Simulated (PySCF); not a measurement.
# BrCl: spin, charge, geometry and surroundings

Aim: change spin, charge, geometry, field or solvent of BrCl, one at a time, and compare with the base run.

Computed with PySCF 2.14.0. Level: each script names its method and basis.

5 further runs of the same task are left out: 5 that didn't finish.

### Step 1. The system as given

BrCl: 2 atoms, charge 0, spin multiplicity 1.

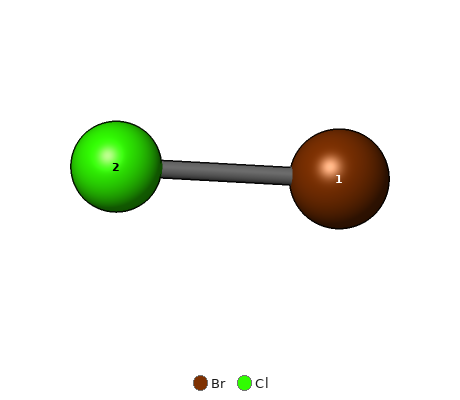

Start geometry, drawn with bromine brown, chlorine green; atoms are numbered from 1 in the order of the file.

### Step 2. Base script

The input, input.py:

```python
from pyscf import gto, dft

mol = gto.M(
    atom='Br 0 0 0; Cl 0 0 2.398',
    basis='sbkjc',
    ecp={'Br': 'sbkjc', 'Cl': 'sbkjc'},
    charge=0,
    spin=0,
    verbose=3,
)
mf = dft.RKS(mol, xc='tpssh')
mf.kernel()
mf.mulliken_pop()
mf.dip_moment()
print('orbital energies (hartree):', mf.mo_energy[..., max(0, mol.nelec[1]-3):mol.nelec[0]+3].round(4))
```

On the command line:

```bash
$ OMP_NUM_THREADS=1 python input.py
```

The log of this run is left out.

Base result: E(SCF) = -28.252383 Eh, μ = 0.88 D.

The bond length is a typed value, not an optimised one.

### Step 3. Charge +2 (UKS)

Run 1 changes charge: 0 → 2; SCF type: RKS → UKS.

The input, input.py:

```python
from pyscf import gto, dft

mol = gto.M(
    atom='Br 0 0 0; Cl 0 0 2.398',
    basis='sbkjc',
    ecp={'Br': 'sbkjc', 'Cl': 'sbkjc'},
    charge=2,
    spin=0,
    verbose=3,
)
mf = dft.UKS(mol, xc='tpssh')
mf.kernel()
mf.mulliken_pop()
mf.dip_moment()
print('orbital energies (hartree):', [e[max(0, n-3):n+3].round(4) for e, n in zip(mf.mo_energy, mol.nelec)])
```

On the command line:

```bash
$ OMP_NUM_THREADS=1 python input.py
```

Output:

```text
WARN: HOMO -0.0946930912466601 >= LUMO -0.0946930912466598

converged SCF energy = -27.1277989364149  <S^2> = 1.0012918  2S+1 = 2.2372231
 ** Mulliken pop       alpha | beta **
pop of  0 Br 4s        0.93764 | 0.93764
pop of  0 Br 5s        0.06366 | 0.06366
pop of  0 Br 4px       0.75072 | 0.54968
pop of  0 Br 4py       0.54969 | 0.75071
pop of  0 Br 4pz       0.45674 | 0.45674
pop of  0 Br 5px       0.06590 | 0.05773
pop of  0 Br 5py       0.05773 | 0.06590
pop of  0 Br 5pz       0.00511 | 0.00511
pop of  1 Cl 3s        0.79227 | 0.79227
pop of  1 Cl 4s        0.22553 | 0.22553
pop of  1 Cl 3px       0.70742 | 0.56818
pop of  1 Cl 3py       0.56817 | 0.70743
pop of  1 Cl 3pz       0.42299 | 0.42300
pop of  1 Cl 4px       0.15788 | 0.14249
pop of  1 Cl 4py       0.14248 | 0.15788
pop of  1 Cl 4pz       0.09606 | 0.09606
In total             6.00000 | 6.00000
 ** Mulliken atomic charges   ( Nelec_alpha | Nelec_beta ) **
charge of  0Br =      1.22564  (     2.88720      2.88717 )
charge of  1Cl =      0.77436  (     3.11280      3.11283 )

WARN: System has nonzero charge 2; the dipole moment is origin-dependent.
Location of origin: [0. 0. 0.]

Dipole moment(X, Y, Z, Debye):  0.00000, -0.00000,  9.31800
orbital energies (hartree): [array([-0.9554, -0.9064, -0.9062, -0.8327, -0.7901, -0.2096]), array([-0.9554, -0.9064, -0.9062, -0.8327, -0.7901, -0.2096])]
```

It took 2.1 s on 1 thread of Arm Neoverse V2, shared host.

Outcome: E(SCF) = -27.127799 Eh (+30.6015 eV from the base), ⟨S²⟩ = 1.001.

⟨S²⟩ = 1.00 against 0.00 for a pure state: the determinant is spin-contaminated. The dipole of an ion depends on the origin.

### Step 4. Charge +1 (doublet, UKS)

Run 2 changes charge: 0 → 1; spin (2S): 0 → 1; SCF type: RKS → UKS.

The input, input.py:

```python
from pyscf import gto, dft

mol = gto.M(
    atom='Br 0 0 0; Cl 0 0 2.398',
    basis='sbkjc',
    ecp={'Br': 'sbkjc', 'Cl': 'sbkjc'},
    charge=1,
    spin=1,
    verbose=3,
)
mf = dft.UKS(mol, xc='tpssh')
mf.kernel()
mf.mulliken_pop()
mf.dip_moment()
print('orbital energies (hartree):', [e[max(0, n-3):n+3].round(4) for e, n in zip(mf.mo_energy, mol.nelec)])
```

On the command line:

```bash
$ OMP_NUM_THREADS=1 python input.py
```

Output:

```text
converged SCF energy = -27.8347627439835  <S^2> = 0.75153498  2S+1 = 2.0015344
 ** Mulliken pop       alpha | beta **
pop of  0 Br 4s        0.91901 | 0.91595
pop of  0 Br 5s        0.08066 | 0.08210
pop of  0 Br 4px       0.86064 | 0.85811
pop of  0 Br 4py       0.87808 | 0.32176
pop of  0 Br 4pz       0.44711 | 0.42386
pop of  0 Br 5px       0.13923 | 0.14153
pop of  0 Br 5py       0.12183 | 0.07358
pop of  0 Br 5pz       0.02742 | 0.02736
pop of  1 Cl 3s        0.78072 | 0.77833
pop of  1 Cl 4s        0.23204 | 0.23290
pop of  1 Cl 3px       0.76750 | 0.76595
pop of  1 Cl 3py       0.77986 | 0.43851
pop of  1 Cl 3pz       0.39589 | 0.41400
pop of  1 Cl 4px       0.23262 | 0.23407
pop of  1 Cl 4py       0.22024 | 0.16649
pop of  1 Cl 4pz       0.11715 | 0.12551
In total             7.00000 | 6.00000
 ** Mulliken atomic charges   ( Nelec_alpha | Nelec_beta ) **
charge of  0Br =      0.68178  (     3.47398      2.84424 )
charge of  1Cl =      0.31822  (     3.52602      3.15576 )

WARN: System has nonzero charge 1; the dipole moment is origin-dependent.
Location of origin: [0. 0. 0.]

Dipole moment(X, Y, Z, Debye):  0.00000,  0.00000,  4.04468
orbital energies (hartree): [array([-0.6347, -0.6141, -0.5814, -0.4968,  0.0117,  0.0157]), array([-0.6284, -0.6128, -0.5742, -0.5355, -0.4861,  0.0208])]
```

It took 2 s on 1 thread of Arm Neoverse V2, shared host.

This run: E(SCF) = -27.834763 Eh (+11.3640 eV from the base), ⟨S²⟩ = 0.752.

The dipole of an ion depends on the origin.

### Step 5. Bond 2.11 Å

Run 3 changes bond length: 2.398 Å → 2.11 Å.

input.py: that of step 2 with these lines changed.

```diff
@@ -3,3 +3,3 @@
 mol = gto.M(
-    atom='Br 0 0 0; Cl 0 0 2.398',
+    atom='Br 0 0 0; Cl 0 0 2.11',
     basis='sbkjc',
```

On the command line:

```bash
$ OMP_NUM_THREADS=1 python input.py
```

Output:

```text
converged SCF energy = -28.2396466466627
 ** Mulliken pop  **
pop of  0 Br 4s           1.79311
pop of  0 Br 5s           0.20261
pop of  0 Br 4px          1.60100
pop of  0 Br 4py          1.60100
pop of  0 Br 4pz          0.86362
pop of  0 Br 5px          0.39870
pop of  0 Br 5py          0.39870
pop of  0 Br 5pz          0.01881
pop of  1 Cl 3s           1.53387
pop of  1 Cl 4s           0.48693
pop of  1 Cl 3px          1.44074
pop of  1 Cl 3py          1.44074
pop of  1 Cl 3pz          0.87212
pop of  1 Cl 4px          0.55956
pop of  1 Cl 4py          0.55956
pop of  1 Cl 4pz          0.22894
 ** Mulliken atomic charges  **
charge of    0Br =      0.12246
charge of    1Cl =     -0.12246
Dipole moment(X, Y, Z, Debye): -0.00000, -0.00000, -0.73348
orbital energies (hartree): [-0.3815 -0.2844 -0.2844 -0.1464  0.2259  0.2529]
```

It took 0.95 s on 1 thread of Arm Neoverse V2, shared host.

Result: E(SCF) = -28.239647 Eh (+0.3466 eV from the base), μ = 0.73 D.

### Step 6. Bond 2.326 Å

Run 4 changes bond length: 2.398 Å → 2.326 Å.

input.py: that of step 2 with these lines changed.

```diff
@@ -3,3 +3,3 @@
 mol = gto.M(
-    atom='Br 0 0 0; Cl 0 0 2.398',
+    atom='Br 0 0 0; Cl 0 0 2.326',
     basis='sbkjc',
```

On the command line:

```bash
$ OMP_NUM_THREADS=1 python input.py
```

Output:

```text
converged SCF energy = -28.2537605032076
 ** Mulliken pop  **
pop of  0 Br 4s           1.79458
pop of  0 Br 5s           0.19598
pop of  0 Br 4px          1.59122
pop of  0 Br 4py          1.59122
pop of  0 Br 4pz          0.81223
pop of  0 Br 5px          0.40913
pop of  0 Br 5py          0.40913
pop of  0 Br 5pz          0.08089
pop of  1 Cl 3s           1.53488
pop of  1 Cl 4s           0.47768
pop of  1 Cl 3px          1.43346
pop of  1 Cl 3py          1.43346
pop of  1 Cl 3pz          0.81449
pop of  1 Cl 4px          0.56619
pop of  1 Cl 4py          0.56619
pop of  1 Cl 4pz          0.28926
 ** Mulliken atomic charges  **
charge of    0Br =      0.11561
charge of    1Cl =     -0.11561
Dipole moment(X, Y, Z, Debye):  0.00000,  0.00000, -0.85437
orbital energies (hartree): [-0.3617 -0.2967 -0.2967 -0.1973  0.2276  0.2528]
```

Wall time 1 s (1 thread of Arm Neoverse V2, shared host).

This run: E(SCF) = -28.253761 Eh (-0.0375 eV from the base), μ = 0.85 D.

### Step 7. Bond 2.23 Å

Run 5 changes bond length: 2.398 Å → 2.23 Å.

input.py: that of step 2 with these lines changed.

```diff
@@ -3,3 +3,3 @@
 mol = gto.M(
-    atom='Br 0 0 0; Cl 0 0 2.398',
+    atom='Br 0 0 0; Cl 0 0 2.23',
     basis='sbkjc',
```

On the command line:

```bash
$ OMP_NUM_THREADS=1 python input.py
```

Output:

```text
converged SCF energy = -28.2516856521285
 ** Mulliken pop  **
pop of  0 Br 4s           1.79416
pop of  0 Br 5s           0.19728
pop of  0 Br 4px          1.59457
pop of  0 Br 4py          1.59457
pop of  0 Br 4pz          0.83429
pop of  0 Br 5px          0.40550
pop of  0 Br 5py          0.40550
pop of  0 Br 5pz          0.05368
pop of  1 Cl 3s           1.53459
pop of  1 Cl 4s           0.48181
pop of  1 Cl 3px          1.43575
pop of  1 Cl 3py          1.43575
pop of  1 Cl 3pz          0.83809
pop of  1 Cl 4px          0.56418
pop of  1 Cl 4py          0.56418
pop of  1 Cl 4pz          0.26611
 ** Mulliken atomic charges  **
charge of    0Br =      0.12045
charge of    1Cl =     -0.12045
Dipole moment(X, Y, Z, Debye): -0.00000, -0.00000, -0.80709
orbital energies (hartree): [-0.3695 -0.2918 -0.2918 -0.1768  0.2263  0.2532]
```

It took 1 s on 1 thread of Arm Neoverse V2, shared host.

This run: E(SCF) = -28.251686 Eh (+0.0190 eV from the base), μ = 0.81 D.

### Step 8. All runs together

| run | E(SCF) (hartree) | from base (eV) | SCF dipole (D) |
| --- | --- | --- | --- |
| base | -28.252383 | 0 | 0.88 |
| charge +2 (UKS) | -27.127799 | +30.6015 | n/a |
| charge +1 (doublet, UKS) | -27.834763 | +11.3640 | n/a |
| bond 2.11 Å | -28.239647 | +0.3466 | 0.73 |
| bond 2.326 Å | -28.253761 | -0.0375 | 0.85 |
| bond 2.23 Å | -28.251686 | +0.0190 | 0.81 |

**Reading.** The largest comparable shift of the SCF energy, +0.347 eV, comes with the run “bond 2.11 Å”. At the SCF level, going to the doublet with one electron fewer costs 11.36 eV at fixed geometry.
